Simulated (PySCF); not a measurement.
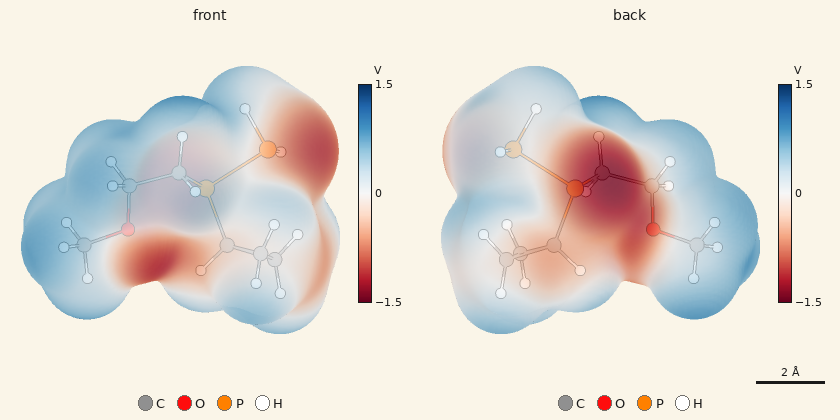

C$_{6}$H$_{14}$OP$_{2}$ (SMILES COCCP(P)C1CC1). The molecular electrostatic potential painted on the density surface at 0.002 e/bohr³, seen from the front and from behind; the colour scale runs from red (negative) to blue (positive).

Geometry: GFN2-xTB.

All numbers below come from PBE0/pcSseg-1, SCF density, gas phase, non-relativistic in PySCF.

```xyz
23

C    -3.0557   -1.2714   -0.1108
O    -1.8452   -0.5896    0.0808
C    -1.9734    0.8117    0.0503
C    -0.5645    1.3713    0.1379
P     0.4974    0.3734   -1.0443
P     2.1795    1.7598   -1.0478
C     1.1516   -0.8859    0.1261
C     2.6098   -1.2341    0.1739
C     1.9740   -0.5322    1.3298
H    -3.7782   -1.0234    0.6771
H    -2.8276   -2.3347   -0.0713
H    -3.4997   -1.0292   -1.0843
H    -2.6053    1.1616    0.8822
H    -2.4477    1.1223   -0.8936
H    -0.1747    1.2684    1.1521
H    -0.5569    2.4258   -0.1465
H     1.4765    2.6686   -1.8345
H     2.7617    1.1814   -2.1727
H     0.4518   -1.7062    0.2346
H     3.2938   -0.6607   -0.4390
H     2.8886   -2.2726    0.2792
H     2.2365    0.5061    1.4878
H     1.8027   -1.0836    2.2429
```

> Describe the electrostatic potential map.

The most negative region (about −1.4 V) lies over P5, the most positive (about +0.8 V) over C1, H11 and H16.

> How polar is the molecule by this calculation?

Its dipole moment is 2.16 D.
